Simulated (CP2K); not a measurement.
Consider 2-vinylpyrrole at its PBE geometry (Å).

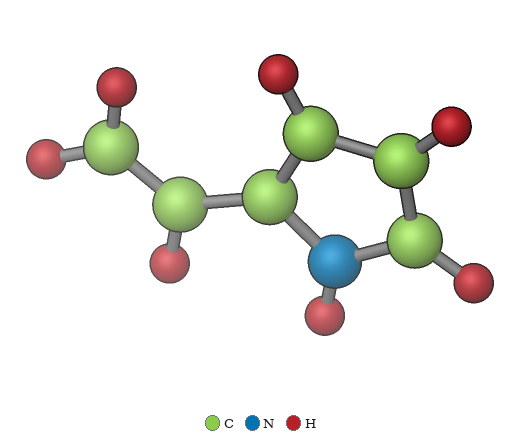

The molecule (carbon green, nitrogen blue, hydrogen red).

```xyz
14

C    -2.5320    0.3212    0.4647
C    -1.5529   -0.3611   -0.1597
C    -0.1305   -0.1155   -0.0692
C     0.6381    0.8254    0.6216
C     2.0015    0.5932    0.3133
C     2.0553   -0.4843   -0.5620
N     0.7656   -0.9029   -0.7776
H    -3.5768    0.0546    0.3193
H    -2.3196    1.1575    1.1310
H    -1.8399   -1.1898   -0.8158
H     0.2452    1.5952    1.2767
H     2.8567    1.1491    0.6827
H     2.8949   -0.9778   -1.0374
H     0.4943   -1.6647   -1.3877
```

Method: CP2K XAS_TDP, all-electron GAPW, PBEh(45%), aug-cc-pVDZ, TDA, no relativity.

Question: Where do the C K-edge lines lie, and how strong are they?

Leading lines: C1 280.69 eV, C2 281.25 eV, C3 282.57 eV, C4 281.56 eV, C5 282.27 eV and C6 282.48 eV. The leading line of an atom is its first one with 35 % of the strongest within 2.5 eV of its lowest line over the strength cut. 

The first six lines of each atom with a strength over 0.0015:

| atom | energy (eV) | states | strength, one atom |
| --- | --- | --- | --- |
| C1 (bonded to C and 2 H) | 280.69 | 1 | 0.0471 |
|  | 283.97 | 1 | 0.0059 |
|  | 284.41 | 1 | 0.0109 |
|  | 284.83 | 1 | 0.0048 |
|  | 285.50 | 1 | 0.0020 |
|  | 285.56 | 1 | 0.0072 |
| C2 (bonded to 2 C and H) | 281.25 | 1 | 0.0467 |
|  | 284.23 | 1 | 0.0135 |
|  | 285.38 | 1 | 0.0024 |
|  | 285.58 | 1 | 0.0072 |
|  | 286.17 | 1 | 0.0028 |
|  | 286.33 | 1 | 0.0042 |
| C3 (bonded to 2 C and N) | 282.57 | 1 | 0.0342 |
|  | 285.05 | 1 | 0.0212 |
|  | 285.86 | 1 | 0.0025 |
|  | 286.27 | 1 | 0.0045 |
|  | 286.36 | 1 | 0.0034 |
|  | 287.03 | 1 | 0.0082 |
| C4 (bonded to 2 C and H) | 281.56 | 1 | 0.0405 |
|  | 283.99 | 1 | 0.0066 |
|  | 284.22 | 1 | 0.0050 |
|  | 284.41 | 1 | 0.0034 |
|  | 285.18 | 1 | 0.0020 |
|  | 285.48 | 1 | 0.0098 |
| C5 (bonded to 2 C and H) | 282.27 | 1 | 0.0521 |
|  | 283.93 | 1 | 0.0075 |
|  | 284.48 | 1 | 0.0022 |
|  | 285.47 | 1 | 0.0015 |
|  | 285.53 | 1 | 0.0029 |
|  | 286.57 | 1 | 0.0064 |
| C6 (bonded to C, N and H) | 282.48 | 1 | 0.0497 |
|  | 284.55 | 1 | 0.0103 |
|  | 285.05 | 1 | 0.0041 |
|  | 285.46 | 1 | 0.0022 |
|  | 286.31 | 2 | 0.0036 |
|  | 286.50 | 1 | 0.0030 |

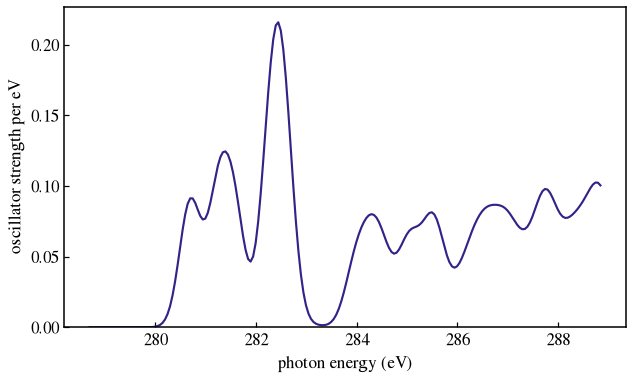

All atoms added, broadened by 0.5 eV.

Lines are vertical, at one geometry, with no vibrational structure. Without a correction of the core level, line positions, and the gaps between valence and Rydberg lines, follow the share of exact exchange. At this level such K lines come out 3 to 6 eV under measured ones. These values hold no scalar relativity, about 0.1 eV for C 1s. Rydberg lines, and the discretised continuum above threshold, depend on the basis and the box.

[Banner, clock and machine lines of the logs are left out without a mark of their own.]

[Logs are printed without paths, hosts, clocks, repeated set-up lines and the standing remarks that a program may print on its own settings, such as how far it seeks lower states.]

[Hosts, paths, dates, database ids (printed as entryN), source tags and the programs' standing remarks are cut or masked in the printed files.]
